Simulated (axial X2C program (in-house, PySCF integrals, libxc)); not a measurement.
# BrCr⁺: from the state search to constants, part 2 of 2

Computed with an in-house X2C program for linear molecules on PySCF integrals; all-electron X2C, Br dyall-cv3z, Cr dyall-cv3z. The steps go on from the part before.

## Step 9: PBE0, 2c

State followed: Ω = 1 (excess of +ω over −ω: ω = -3/2, ω = 5/2). The scan is laid around 2.265 Å, a first estimate of the minimum, and this SCF restarts from the orbitals of the search.

Output at 2.265 Å:

```text
two-component X2C + atomic mean field  PBE0
basis functions 210  fitting functions 1185  grid points 5800
iter        total energy     max residual
   1      -3655.270494279     8.90e-06
   2      -3655.270494275     2.25e-05
   3      -3655.270494280     3.51e-06
   4      -3655.270494280     2.34e-06
converged
one-electron -5444.76021304  Coulomb 1735.88752169  exact exchange -34.72520729  xc functional -106.66962408  nuclear repulsion 196.25115107  atomic mean-field constant -1.25412263
```

Along the bond, energies from the lowest point:

```csv
R (Å),E (eV),μ (D),HOMO (eV),LUMO (eV),iterations
1.971,0.8545,6.15,-13.32,-10.17,13
2.061,0.3470,6.60,-13.40,-10.31,12
2.129,0.1349,6.90,-13.43,-10.42,12
2.197,0.0282,7.17,-13.43,-10.50,12
2.265,0.0000,7.40,-13.42,-10.58,4
2.344,0.0382,7.61,-13.40,-10.65,12
2.424,0.1285,7.78,-13.37,-10.69,12
2.526,0.2897,7.92,-13.32,-10.73,12
2.650,0.5176,8.02,-13.16,-10.73,12
2.831,0.8479,8.05,-12.82,-10.69,13
```

Dipoles are positive if Cr is the positive end and refer to the centre of mass.

Outer spinors at the reference distance:

| ω | occupied | ε (eV) | atomic character | λ mixture |
| --- | --- | --- | --- | --- |
| -1/2 | yes | -27.77 | 82% Br s, 8% Cr p, 6% Cr d | 100% σ |
| 1/2 | yes | -27.30 | 81% Br s, 8% Cr p, 7% Cr d | 100% σ |
| 1/2 | yes | -16.27 | 49% Cr d, 44% Br p, 3% Br s | 99% σ, 1% π |
| -1/2 | yes | -15.58 | 52% Cr d, 44% Br p | 75% π, 25% σ |
| -1/2 | yes | -15.33 | 63% Br p, 28% Cr d, 5% Cr s | 74% σ, 26% π |
| -3/2 | yes | -14.94 | 100% Cr d | 100% δ |
| 5/2 | yes | -14.76 | 100% Cr d | 100% δ |
| 1/2 | yes | -14.60 | 86% Br p, 10% Cr d, 3% Cr p | 96% π, 4% σ |
| -3/2 | yes | -14.27 | 88% Br p, 8% Cr d, 3% Cr p | 100% π |
| 3/2 | yes | -14.17 | 52% Br p, 44% Cr d, 2% Cr p | 100% π |
| 1/2 | yes | -13.79 | 41% Cr d, 36% Br p, 20% Cr s | 97% σ, 3% π |
| -1/2 | yes | -13.42 | 65% Br p, 30% Cr d, 4% Cr p | 99% π, 1% σ |
| 3/2 | no | -10.58 | 58% Cr d, 38% Br p, 4% Cr p | 100% π |
| 1/2 | no | -8.68 | 59% Cr s, 27% Cr p, 9% Br p | 100% σ |
| -1/2 | no | -7.64 | 70% Cr s, 18% Cr d, 8% Cr p | 100% σ |
| 1/2 | no | -6.97 | 92% Cr d, 4% Br p, 2% Br d | 100% π |

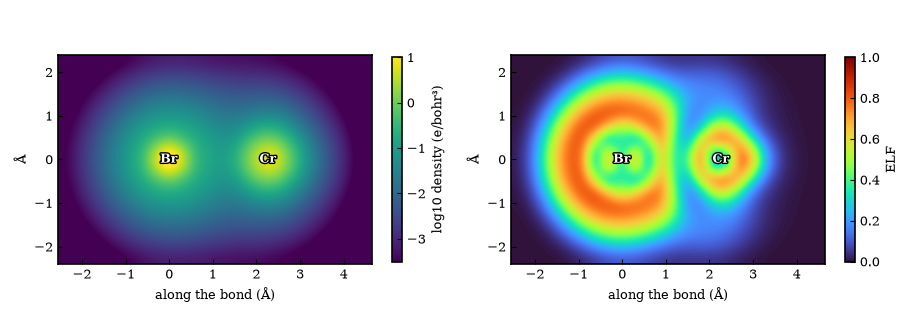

PBE0 fields in a plane through the axis, from a grid of 0.3 Å; Br lies at z = 0 and Cr at z = 2.265 Å; the ELF is damped to zero where the density is low.

Re = 2.261 Å, ωe = 330 cm⁻¹, ωexe = 1.48 cm⁻¹, Be = 0.1053 cm⁻¹, De = 2.01 eV, μ = 7.38 D.

## Step 10: HF, 2c

The SCF at the reference distance of 2.265 Å:

```text
two-component X2C + atomic mean field  HF
basis functions 210  fitting functions 1185  grid points 5800
iter        total energy     max residual
   1      -3652.776492073     1.88e-01
   2      -3652.813086800     2.24e-02
   3      -3652.818413083     1.57e-02
   4      -3652.820886659     1.00e-02
   5      -3652.823779496     7.85e-03
   6      -3652.826573933     5.10e-03
   7      -3652.828092063     2.41e-03
   8      -3652.828421418     6.87e-04
   9      -3652.828448437     1.83e-04
  10      -3652.828451388     9.67e-05
  11      -3652.828451701     3.30e-05
  12      -3652.828451797     1.46e-05
  13      -3652.828451810     1.16e-05
  14      -3652.828451813     9.28e-06
  15      -3652.828451815     7.53e-06
  16      -3652.828451816     5.22e-06
  17      -3652.828451816     3.48e-06
  18      -3652.828451816     1.51e-06
converged
one-electron -5444.58613391  Coulomb 1735.81646409  exact exchange -139.05581044  xc functional 0.00000000  nuclear repulsion 196.25115107  atomic mean-field constant -1.25412263
```

No constants are quoted: the solution changes its character somewhere along the scan, so the fit is set aside.

## Step 11: TPSSh, 2c

The SCF at the reference distance of 2.265 Å:

```text
two-component X2C + atomic mean field  TPSSh
basis functions 210  fitting functions 1185  grid points 5800
iter        total energy     max residual
   1      -3655.702260393     2.86e-02
   2      -3655.703321098     6.28e-03
   3      -3655.700493477     1.63e-02
   4      -3655.701997000     1.34e-02
   5      -3655.703697299     1.55e-04
   6      -3655.703696071     3.75e-04
   7      -3655.703698225     2.41e-05
   8      -3655.703698252     1.78e-05
   9      -3655.703698254     1.45e-05
converged
one-electron -5444.28453402  Coulomb 1735.37868197  exact exchange -13.88546881  xc functional -127.90940583  nuclear repulsion 196.25115107  atomic mean-field constant -1.25412263
```

Re = 2.262 Å, ωe = 326 cm⁻¹, ωexe = 1.34 cm⁻¹, Be = 0.1052 cm⁻¹, De = 2.33 eV, μ = 7.16 D.

## Step 12: MP2 and beyond, 2c

Correlated methods: 12 electrons correlated (frozen shells, counted by type: Br 3 s, 2 p, 1 d; Cr 3 s, 2 p), 278 virtual spinors in MP2, 90 natural virtuals in coupled cluster.

Output of the correlated part at 2.265 Å:

```text
correlated 12  virtual 278  natural virtual 90  E(MP2) -0.246573824  MP2 remainder -0.010667449
iter   CCSD correlation   residual
   1     -0.249121772   1.11e-01
   2     -0.254742611   6.08e-02
   3     -0.258635193   3.65e-02
   4     -0.259786249   2.23e-02
   5     -0.260409529   1.18e-02
   6     -0.260750805   6.81e-03
   7     -0.260805998   3.28e-03
   8     -0.260854897   1.54e-03
   9     -0.260842018   7.28e-04
  10     -0.260846159   3.19e-04
  11     -0.260842935   1.59e-04
  12     -0.260843638   8.47e-05
  13     -0.260843577   4.19e-05
  14     -0.260843453   2.35e-05
  15     -0.260843304   1.46e-05
  16     -0.260843067   9.63e-06
  17     -0.260842812   6.58e-06
  18     -0.260842621   4.26e-06
  19     -0.260842531   2.29e-06
  20     -0.260842521   1.40e-06
(T) -0.011661905  T1 0.0608  D1 0.1900  max T2 0.050
```

MP2: No constants are quoted: the reference changes its character somewhere along the scan, so the fit is set aside.

CCSD: No constants are quoted: the reference changes its character somewhere along the scan, so the fit is set aside.

CCSD(T): No constants are quoted: the reference changes its character somewhere along the scan, so the fit is set aside.

## Step 13: A higher determinant, 2c

State: Ω = 2 (excess of +ω over −ω: ω = -1/2, ω = 5/2).

Output at the reference distance:

```text
two-component X2C + atomic mean field  PBE0
basis functions 210  fitting functions 1185  grid points 5800
iter        total energy     max residual
   1      -3655.267396974     7.51e-06
   2      -3655.267396974     1.47e-05
converged
one-electron -5445.27587150  Coulomb 1736.43572905  exact exchange -34.73648215  xc functional -106.68780081  nuclear repulsion 196.25115107  atomic mean-field constant -1.25412263
```

```csv
R (Å),E above the lowest PBE0 point (eV)
1.971,1.060
2.061,0.481
2.129,0.237
2.197,0.114
2.265,0.084
2.344,0.135
2.424,0.249
2.526,0.449
2.650,0.722
```

Re = 2.257 Å, ωe = 365 cm⁻¹, ωexe = 1.4 cm⁻¹, Be = 0.1056 cm⁻¹, μ = 8.50 D. Te = 0.08 eV.

## Step 14: The 2c curves together

Energy (eV) of the followed determinant, 2c, from each level's lowest point:

```csv
R (Å),PBE0,HF (jumps),MP2 (its reference jumps),CCSD (its reference jumps),CCSD(T) (its reference jumps),TPSSh
1.971,0.854,1.419,0.945,n/a,n/a,0.842
2.061,0.347,0.689,0.391,0.394,0.381,0.343
2.129,0.135,0.343,0.153,0.153,0.146,0.134
2.197,0.028,0.131,0.031,0.031,0.028,0.029
2.265,0.000,0.023,0.000,0.000,0.000,0.000
2.344,0.038,0.000,0.051,0.052,0.054,0.036
2.424,0.128,0.060,0.172,0.175,0.177,0.124
2.526,0.290,0.223,0.401,0.404,0.405,0.284
2.650,0.518,0.505,0.756,n/a,n/a,0.516
2.831,0.848,0.944,1.474,n/a,n/a,0.866
```

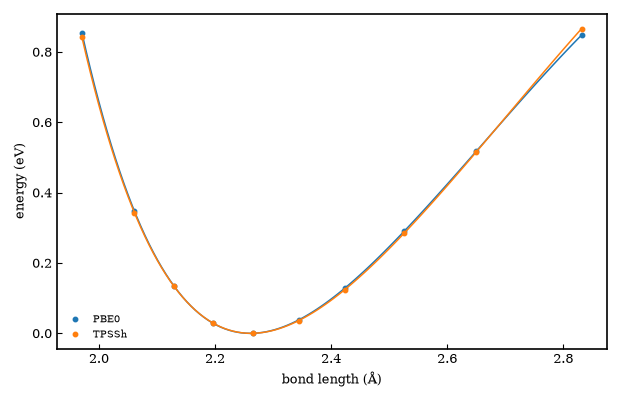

Curves of the followed state, 2c, each from its own lowest point. Left out: HF, MP2, CCSD, CCSD(T).

Time for the job: 3.1 min (1 thread of Arm Neoverse V2, shared host).

## Step 15: Constants

What follows sums up all 2 parts.

Lowest determinant that the search found at its distance, spin-free: M_S = 2, Λ = 1 (beyond closed shells: σα, π+α, δ+α, δ-α).

Lowest determinant that the search found at its distance, 2c: Ω = 1 (excess of +ω over −ω: ω = -3/2, ω = 5/2).

| Hamiltonian | level | Re (Å) | ωe (cm⁻¹) | De (eV) | μ (D) |
| --- | --- | --- | --- | --- | --- |
| spin-free | PBE0 | 2.255 | 336 | 2.04 | 7.50 |
| spin-free | TPSSh | 2.257 | 331 | 2.31 | 7.24 |
| 2c | PBE0 | 2.261 | 330 | 2.01 | 7.38 |
| 2c | TPSSh | 2.262 | 326 | 2.33 | 7.16 |

Dipoles are positive if Cr is the positive end and refer to the centre of mass. No constants: spin-free HF (the solution changes its character somewhere along the scan, so the fit is set aside); spin-free MP2 (the reference changes its character somewhere along the scan, so the fit is set aside); spin-free CCSD (the reference changes its character somewhere along the scan, so the fit is set aside); spin-free CCSD(T) (the reference changes its character somewhere along the scan, so the fit is set aside); 2c HF (the solution changes its character somewhere along the scan, so the fit is set aside); 2c MP2 (the reference changes its character somewhere along the scan, so the fit is set aside); 2c CCSD (the reference changes its character somewhere along the scan, so the fit is set aside); 2c CCSD(T) (the reference changes its character somewhere along the scan, so the fit is set aside).

Time per point (s) on 1 thread of Arm Neoverse V2, shared host (2c runs); the times are rough: PBE0 0.65, TPSSh 0.96.

What this shows: At PBE0, going from spin-free to two-component changes Re by +6 mÅ, ωe by -1.8 %; the spin-free picture holds up (part of it comes from the scalar share of the two-electron terms). De moves by -0.03 eV; both De rest on single-determinant atoms, which can miss part of an open shell's spin–orbit lowering.

De refers to Br + Cr+, each in the lowest determinant found, which need not be this curve's own limit. Each curve is one determinant whose occupation by symmetry is held fixed; it was picked as the lowest of a PBE0 search that is not exhaustive. De is counted from the lowest determinant-based energies of the atoms at the same level, without counterpoise correction. Density functionals use the spin component along the axis (collinear). The meta-GGAs lack a current-density term, which matters for open shells with orbital currents, atoms included. With several unpaired electrons one determinant need not be a pure state. The spin-free determinant is spin-contaminated at some levels.
